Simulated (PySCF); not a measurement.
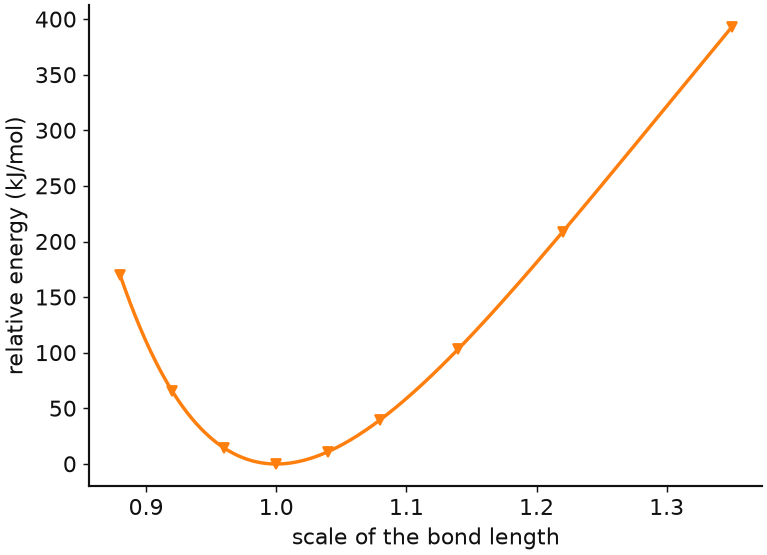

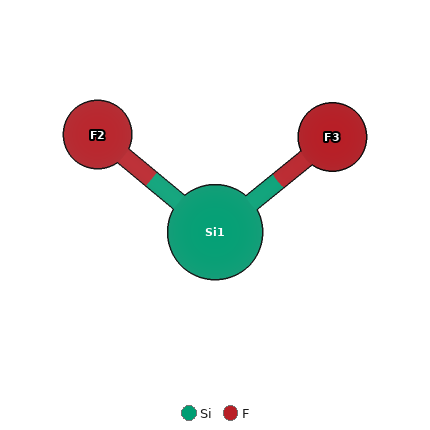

Rigid scan of SiF₂, singlet, from a minimum of the shape that electron-pair counting expects: all bonds to atom 1 scaled (atom 1 is the central atom). B3LYP/def2-TZVP with PySCF, restricted determinant, no spin-orbit coupling; energies counted from the minimum. Splines pass through the computed points, which are marked.

What does it cost to go to either end of the scan?

Answer. 169.9 kJ/mol at 0.88 and 393.0 kJ/mol at 1.35.

Give the values at the computed points.

Answer. In kJ/mol:
```csv
scale of the bond length,B3LYP
0.88,169.9
0.92,65.7
0.96,14.4
1.00,0.0
1.04,11.2
1.08,39.9
1.14,103.6
1.22,208.7
1.35,393.0
```
